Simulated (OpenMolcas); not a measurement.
Excited-state calculation of SiPH3Cl (part 3 of 3)

Continued. System: SiPH3Cl, multiplicity 2. Method: MC-PDFT (ftPBE)/STO-3G (OpenMolcas 26.06). The geometry comes from this level: GFN2-xTB.

Geometry of the input (Å):
```
P  -0.4161  0.3396  -1.1494
Si 0.3629  -0.1321  0.8959
Cl 1.4531  -1.8456  0.8205
H  -1.4148  -0.6221  -1.1567
H  -1.2797  1.3338  -0.7221
H  1.2947  0.9264  1.3117
```

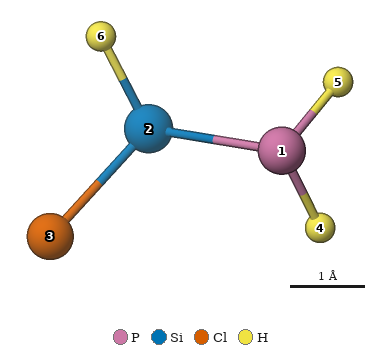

**Figure 1.** The structure (ball-and-stick view, seen on its broad side; atoms are numbered from 1 in the order of the input).

Log, continued
```
      Mulliken spin population analysis for root number:  4
      ---------------------------------------------------

++    Molecular charges:
      ------------------

      Mulliken spin population per centre and basis function type
      ---------------------------------------------------

                P1      SI2     CL3     H4      H5      H6
      1s       0.0000  0.0001  0.0000  0.0039  0.0091 -0.0168
      2s       0.0003  0.0024  0.0003  0.0000  0.0000  0.0000
      2px      0.0010  0.0030  0.0011  0.0000  0.0000  0.0000
      2pz      0.0010  0.0044  0.0001  0.0000  0.0000  0.0000
      2py      0.0000  0.0061  0.0031  0.0000  0.0000  0.0000
      3s       0.0151  0.1339  0.0030  0.0000  0.0000  0.0000
      3px      0.0451  0.1039  0.0689  0.0000  0.0000  0.0000
      3pz      0.0371  0.1517  0.0038  0.0000  0.0000  0.0000
      3py     -0.0000  0.2099  0.2086  0.0000  0.0000  0.0000
      Total    0.0995  0.6153  0.2889  0.0039  0.0091 -0.0168

      Total electronic spin=    1.000000
--

      Von Neumann Entropy (Root   5) =  1.20062

      Mulliken population analysis for root number:  5
      -----------------------------------------------

++    Molecular charges:
      ------------------

      Mulliken charges per centre and basis function type
      ---------------------------------------------------

                P1      SI2     CL3     H4      H5      H6
      1s       1.9998  1.9998  2.0000  1.0891  1.0812  1.0937
      2s       1.9940  1.9932  1.9991  0.0000  0.0000  0.0000
      2px      1.9770  1.9674  1.9973  0.0000  0.0000  0.0000
      2pz      1.9820  1.9694  1.9996  0.0000  0.0000  0.0000
      2py      1.9733  1.9541  1.9900  0.0000  0.0000  0.0000
      3s       1.7243  1.6430  1.9843  0.0000  0.0000  0.0000
      3px      1.0676  0.8768  1.8230  0.0000  0.0000  0.0000
      3pz      1.2799  0.9691  1.9785  0.0000  0.0000  0.0000
      3py      0.8642  0.4332  1.2959  0.0000  0.0000  0.0000
      Total   14.8622 13.8060 17.0678  1.0891  1.0812  1.0937

      N-E      0.1378  0.1940 -0.0678 -0.0891 -0.0812 -0.0937

      Total electronic charge=   49.000000

      Total            charge=   -0.000000
--

      Expectation values of various properties for root number:  5
      -----------------------------------------------------------

++    Molecular properties:
      ---------------------

      Charge (e):
                      =   -0.0000
      Dipole Moment (debye):
      Origin of the operator (angstrom)=    0.4814   -0.5783    0.1814
                   X=  6.7975E-01               Y=  3.3680E-01               Z= -1.7459E-01           Total=  7.7845E-01
      Quadrupole Moment (debye*angstrom):
      Origin of the operator (angstrom)=    0.4814   -0.5783    0.1814
                  XX= -3.5523E+01              XY= -6.2807E-01              XZ=  1.3625E+00              YY= -3.4080E+01
                  YZ=  1.0884E+00              ZZ= -4.0032E+01
      In traceless form (debye*angstrom)
                  XX=  1.5332E+00              XY= -9.4211E-01              XZ=  2.0438E+00              YY=  3.6977E+00
                  YZ=  1.6325E+00              ZZ= -5.2309E+00
--

      Mulliken spin population analysis for root number:  5
      ---------------------------------------------------

++    Molecular charges:
      ------------------

      Mulliken spin population per centre and basis function type
      ---------------------------------------------------

                P1      SI2     CL3     H4      H5      H6
      1s       0.0000  0.0000  0.0000  0.0011  0.0119  0.1804
      2s       0.0001  0.0004  0.0000  0.0000  0.0000  0.0000
      2px      0.0006 -0.0012  0.0012  0.0000  0.0000  0.0000
      2pz      0.0001  0.0000 -0.0000  0.0000  0.0000  0.0000
      2py      0.0001  0.0054  0.0061  0.0000  0.0000  0.0000
      3s       0.0061  0.0202  0.0022  0.0000  0.0000  0.0000
      3px      0.0291 -0.0459  0.0953  0.0000  0.0000  0.0000
      3pz      0.0061 -0.0002 -0.0002  0.0000  0.0000  0.0000
      3py      0.0019  0.1701  0.5090  0.0000  0.0000  0.0000
      Total    0.0441  0.1490  0.6136  0.0011  0.0119  0.1804

      Total electronic spin=    1.000000
--

      Average orbitals are written to the RASORB file
      Natural orbitals for root   1 are written to the RASORB.1 file
      Natural orbitals for root   2 are written to the RASORB.2 file
      Natural orbitals for root   3 are written to the RASORB.3 file
      Natural orbitals for root   4 are written to the RASORB.4 file
      Natural orbitals for root   5 are written to the RASORB.5 file
      Spin density orbitals for root   1 are written to the SPDORB.1 file
      Spin density orbitals for root   2 are written to the SPDORB.2 file
      Spin density orbitals for root   3 are written to the SPDORB.3 file
      Spin density orbitals for root   4 are written to the SPDORB.4 file
      Spin density orbitals for root   5 are written to the SPDORB.5 file

--- Stop Module: rasscf /rc=_RC_ALL_IS_WELL_ ---
           step11.RasOrb.2 step11.RasOrb.3 step11.RasOrb.4 step11.RasOrb.5 step11.rasscf.h5 step11.SpdOrb.1 step11.SpdOrb.2 step11.SpdOrb.3 step11.SpdOrb.4 step11.SpdOrb.5 xmldump
--- Module rasscf spent 2 seconds ---

--- Start Module: mcpdft ---

                                              &MCPDFT

                       available to each process: 1.9 GB of memory, 1 thread

 ###############################################################################
 ###    WARNING: Deprecation warning: KSDF should be replaced                ###
 ###    with FUNC keyword                                                    ###
 ###############################################################################

++    Wave function specifications:
      -----------------------------

      Number of closed shell electrons          40
      Number of electrons in active shells       9
      Max number of holes in RAS1 space          0
      Max nr of electrons in RAS3 space          0
      Number of inactive orbitals               20
      Number of active orbitals                  8
      Number of secondary orbitals               2
      Spin quantum number                      0.5
      State symmetry                             1
      Number of CSFs                          2352
      Number of RASSCF root(s) available         5
--

++    Orbital specifications:
      -----------------------

      Symmetry species                           1
                                                 a
      Frozen orbitals                            0
      Inactive orbitals                         20
      Active orbitals                            8
      RAS1 orbitals                              0
      RAS2 orbitals                              8
      RAS3 orbitals                              0
      Secondary orbitals                         2
      Deleted orbitals                           0
      Number of basis functions                 30
--

++    MCPDFT specifications:
      ----------------------

      Cholesky decomposition                     Off
      Type of calculation                        MC-PDFT
      On-Top Functional                          FT:PBE
      Exchange scaling factor                    1.00
      Correlation scaling factor                 1.00
      Wave function energy weight                0.00
--

      Numerical integration parameters
      --------------------------------
      Radial quadrature type:                         MHL
      Size of radial grid:                            75
      Lebedev angular grid:                           29
      Angular grid pruned with the crowding factor:  3.00E+00
                                 and fading factor:  6.00E+00
      Screening threshold for integral computation:   1.00E-11
      Radial quadrature accuracy:                     1.00E-25
      Maximum batch size:                             128
      AO values are stored on disk

++    DFT functional specifications:
      ------------------------------
      Using Libxc version: 6.2.2
      Please cite the following reference:
      S. Lehtola, C. Steigemann, M. J.T. Oliveira, and M. A.L. Marques.,  SoftwareX 7, 1–5 (2018) doi:10.1016/j.softx.2017.11.002

      * Perdew, Burke & Ernzerhof
        - J. P. Perdew, K. Burke, and M. Ernzerhof.,  Phys. Rev. Lett. 77, 3865 (1996) doi:10.1103/PhysRevLett.77.3865
        - J. P. Perdew, K. Burke, and M. Ernzerhof.,  Phys. Rev. Lett. 78, 1396 (1997) doi:10.1103/PhysRevLett.78.1396
      * Perdew, Burke & Ernzerhof
        - J. P. Perdew, K. Burke, and M. Ernzerhof.,  Phys. Rev. Lett. 77, 3865 (1996) doi:10.1103/PhysRevLett.77.3865
        - J. P. Perdew, K. Burke, and M. Ernzerhof.,  Phys. Rev. Lett. 78, 1396 (1997) doi:10.1103/PhysRevLett.78.1396
--
   File JOBOLD not found -- use JOBIPH.
      The MO-coefficients are taken from the file:
      JOBIPH
 Reference MC-SCF energies taken from JOBIPH

++    MC-PDFT RESULTS, STATE 0001
      ---------------------------

      MCSCF reference energy                                            -1078.90409490

      Integrated total density:                                                 49.000
      Integrated alpha density before functional transformation:                25.000
      Integrated  beta density before functional transformation:                24.000
      Integrated alpha density  after functional transformation:                28.408
      Integrated  beta density  after functional transformation:                20.592
      Integrated alpha tau     before functional transformation:                 0.000
      Integrated  beta tau     before functional transformation:                 0.000
      Integrated alpha tau      after functional transformation:                 0.000
      Integrated  beta tau      after functional transformation:                 0.000
      NOTE:
      Densities after transformation are intermediate quantities
      and should not be interpreted as real spin densities

      Exchange energy scaling factor                                          1.000000
      Correlation energy scaling factor                                       1.000000

      Integrated alpha exchange energy                                      -42.115026
      Integrated beta  exchange energy                                      -29.440057
      Integrated  correlation   energy                                       -1.884172

      Nuclear Repulsion energy                                            183.01012521
      CASSCF contribution energy                                        -1006.83655129
      On-top energy                                                       -73.43925521

      Total MCPDFT energy for state   1                                 -1080.27580651
--

++    MC-PDFT RESULTS, STATE 0002
      ---------------------------

      MCSCF reference energy                                            -1078.73109675

      Integrated total density:                                                 49.000
      Integrated alpha density before functional transformation:                25.000
      Integrated  beta density before functional transformation:                24.000
      Integrated alpha density  after functional transformation:                28.429
      Integrated  beta density  after functional transformation:                20.571
      Integrated alpha tau     before functional transformation:                 0.000
      Integrated  beta tau     before functional transformation:                 0.000
      Integrated alpha tau      after functional transformation:                 0.000
      Integrated  beta tau      after functional transformation:                 0.000
      NOTE:
      Densities after transformation are intermediate quantities
      and should not be interpreted as real spin densities

      Exchange energy scaling factor                                          1.000000
      Correlation energy scaling factor                                       1.000000

      Integrated alpha exchange energy                                      -42.141617
      Integrated beta  exchange energy                                      -29.433841
      Integrated  correlation   energy                                       -1.881878

      Nuclear Repulsion energy                                            183.01012521
      CASSCF contribution energy                                        -1006.65101292
      On-top energy                                                       -73.45733623

      Total MCPDFT energy for state   2                                 -1080.10834915
--

++    MC-PDFT RESULTS, STATE 0003
      ---------------------------

      MCSCF reference energy                                            -1078.65398895

      Integrated total density:                                                 49.000
      Integrated alpha density before functional transformation:                25.000
      Integrated  beta density before functional transformation:                24.000
      Integrated alpha density  after functional transformation:                28.365
      Integrated  beta density  after functional transformation:                20.635
      Integrated alpha tau     before functional transformation:                 0.000
      Integrated  beta tau     before functional transformation:                 0.000
      Integrated alpha tau      after functional transformation:                 0.000
      Integrated  beta tau      after functional transformation:                 0.000
      NOTE:
      Densities after transformation are intermediate quantities
      and should not be interpreted as real spin densities

      Exchange energy scaling factor                                          1.000000
      Correlation energy scaling factor                                       1.000000

      Integrated alpha exchange energy                                      -42.115797
      Integrated beta  exchange energy                                      -29.453414
      Integrated  correlation   energy                                       -1.884594

      Nuclear Repulsion energy                                            183.01012521
      CASSCF contribution energy                                        -1006.59313209
      On-top energy                                                       -73.45380469

      Total MCPDFT energy for state   3                                 -1080.04693678
--

++    MC-PDFT RESULTS, STATE 0004
      ---------------------------

      MCSCF reference energy                                            -1078.62562714

      Integrated total density:                                                 49.000
      Integrated alpha density before functional transformation:                25.000
      Integrated  beta density before functional transformation:                24.000
      Integrated alpha density  after functional transformation:                28.391
      Integrated  beta density  after functional transformation:                20.609
      Integrated alpha tau     before functional transformation:                 0.000
      Integrated  beta tau     before functional transformation:                 0.000
      Integrated alpha tau      after functional transformation:                 0.000
      Integrated  beta tau      after functional transformation:                 0.000
      NOTE:
      Densities after transformation are intermediate quantities
      and should not be interpreted as real spin densities

      Exchange energy scaling factor                                          1.000000
      Correlation energy scaling factor                                       1.000000

      Integrated alpha exchange energy                                      -42.155933
      Integrated beta  exchange energy                                      -29.459092
      Integrated  correlation   energy                                       -1.887338

      Nuclear Repulsion energy                                            183.01012521
      CASSCF contribution energy                                        -1006.53103157
      On-top energy                                                       -73.50236366

      Total MCPDFT energy for state   4                                 -1080.03339523
--

++    MC-PDFT RESULTS, STATE 0005
      ---------------------------

      MCSCF reference energy                                            -1078.61529859

      Integrated total density:                                                 49.000
      Integrated alpha density before functional transformation:                25.000
      Integrated  beta density before functional transformation:                24.000
      Integrated alpha density  after functional transformation:                28.314
      Integrated  beta density  after functional transformation:                20.686
      Integrated alpha tau     before functional transformation:                 0.000
      Integrated  beta tau     before functional transformation:                 0.000
      Integrated alpha tau      after functional transformation:                 0.000
      Integrated  beta tau      after functional transformation:                 0.000
      NOTE:
      Densities after transformation are intermediate quantities
      and should not be interpreted as real spin densities

      Exchange energy scaling factor                                          1.000000
      Correlation energy scaling factor                                       1.000000

      Integrated alpha exchange energy                                      -42.088291
      Integrated beta  exchange energy                                      -29.446999
      Integrated  correlation   energy                                       -1.882081

      Nuclear Repulsion energy                                            183.01012521
      CASSCF contribution energy                                        -1006.59000566
      On-top energy                                                       -73.41737113

      Total MCPDFT energy for state   5                                 -1080.00737679
--

::    MCPDFT root number  1 Total energy:  -1080.27580651
::    MCPDFT root number  2 Total energy:  -1080.10834915
::    MCPDFT root number  3 Total energy:  -1080.04693678
::    MCPDFT root number  4 Total energy:  -1080.03339523
::    MCPDFT root number  5 Total energy:  -1080.00737679

--- Stop Module: mcpdft /rc=_RC_ALL_IS_WELL_ ---
--- Module mcpdft spent 1 second ---

.##################.
.# Happy landing! #.
.##################.

    Timing: Wall=4.92 User=4.13 System=0.78
```

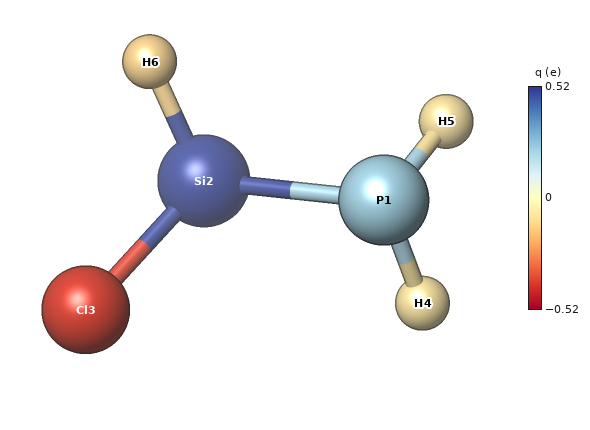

**Figure 2.** Mulliken charges, as the colour of each atom (ball-and-stick view, seen on its broad side; atoms are numbered from 1 in the order of the input). By element: P +0.21, Si +0.50, Cl −0.39 and H −0.13 to −0.09 e.

Summary

```json
{"quantity": "outcome", "value": "converged"}
{"quantity": "total energy", "value": "−1080.275807 hartree"}
{"quantity": "basis functions", "value": "30"}
{"quantity": "dipole moment", "value": "3.36 debye"}
{"quantity": "wall time", "value": "5.4 s"}
{"quantity": "peak memory", "value": "0.37 GiB"}
```
